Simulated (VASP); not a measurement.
Given:

```
CELL_PARAMETERS angstrom
      2.65812     0.00000     0.00000
      0.00000     2.65812     0.00000
      0.00000     0.00000     2.65812
ATOMIC_POSITIONS crystal
  Ru 0.00000 0.00000 0.00000
  B  0.50000 0.50000 0.50000
```

Level of theory: LDA (Ceperley-Alder, Perdew-Zunger), VASP's LDA PAW potentials (set 64) (plane waves; VASP). Run with 520 eV cut-off, 15×15×15 Γ-centred mesh, tetrahedra with Blöchl corrections, potentials Ru_pv B.

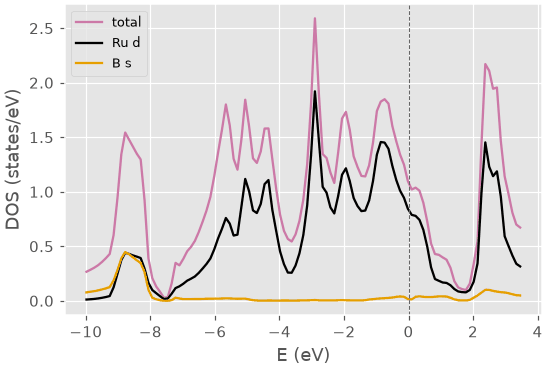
Figure: Total and projected density of states, zero at the Fermi level

Within 2 eV below the Fermi level the largest weight inside VASP's projection spheres is Ru d.

It has no gap at this level: it comes out as a metal or semimetal.

The structure was generated: RuB was put into the CsCl type type (Pm-3m), which need not be its known phase. It was relaxed first, which changed the volume by -30 %. The electron count is odd and the run is not spin-polarised, which forces a metal.
